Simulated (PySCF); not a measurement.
# C4H10FNSi (SMILES N[Si]1(F)CCCC1): what the fields show

```xyz
17

N     2.2692   -0.8515    0.9231
Si    1.0630   -0.4648   -0.2364
F     1.7435   -0.9558   -1.6259
C    -0.6263   -1.2642    0.0889
C    -1.5613   -0.0789    0.3522
C    -1.1547    1.0706   -0.5715
C     0.3565    1.2932   -0.4315
H     2.1371   -0.6185    1.8918
H     3.2349   -0.7532    0.6584
H    -0.6458   -1.9668    0.9184
H    -0.9643   -1.8056   -0.7942
H    -2.6075   -0.3501    0.1974
H    -1.4494    0.2442    1.3900
H    -1.7170    1.9771   -0.3387
H    -1.3814    0.7900   -1.6022
H     0.7437    1.8477   -1.2840
H     0.5529    1.8986    0.4544
```

Geometry: GFN2-xTB.

The calculation used PBE0/pcSseg-1, SCF density, gas phase, non-relativistic (PySCF).

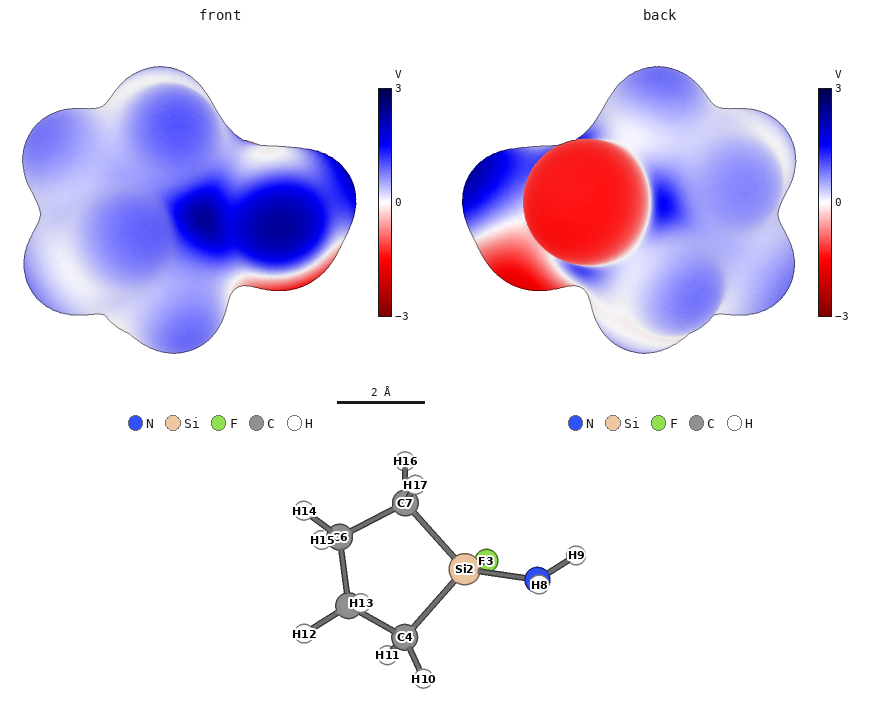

Figure 1. The molecular electrostatic potential painted on the density surface at 0.004 e/bohr³, seen from the front and from behind; the colour scale runs from red (negative) to blue (positive). The bare structure is drawn below in the same view.

Describe the electrostatic potential map.

The most negative region (about −1.6 V) lies over N1, the most positive (about +2.3 V) over Si2 and H8. N1 is the likeliest acceptor of a hydrogen bond.

How polar is the molecule by this calculation?

Its dipole moment is 2.34 D.

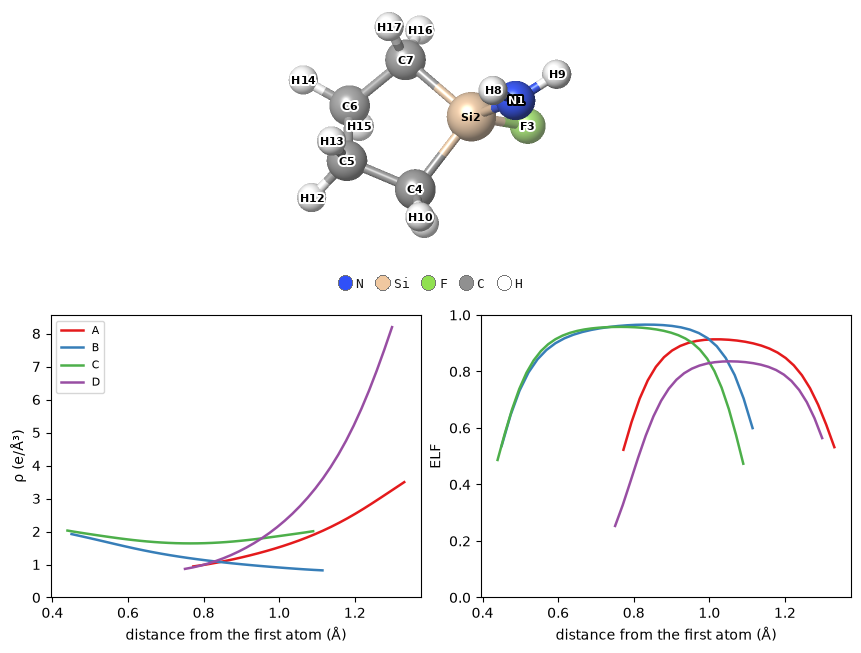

Figure 2. Total electron density and ELF along straight lines between neighbouring atoms. The curves leave out the atomic cores. The structure is drawn too.

Which curve belongs to which contact (C–C, C–Si, Si–F and Si–N)? The first atom named is at distance zero.

Curve A: Si–N (1.72 Å): ρ is about 1.1 e/Å³ halfway; the ELF peaks at about 0.90 between the atoms (a polar covalent bond). Curve B: C–Si (1.90 Å): the density is about 0.96 e/Å³ at the midpoint; the ELF peaks at about 0.95 between the atoms: a covalent bond. Curve C: C–C (1.53 Å): ρ at the midpoint is about 1.6 e/Å³; the ELF peaks at about 0.95 between the atoms, as expected for a shared electron pair. Curve D: Si–F (1.62 Å): the density is about 1 e/Å³ at the midpoint; the ELF peaks at about 0.85 in the valence shell of F, 0.6 Å from its nucleus, and is about 0.50 at the midpoint.
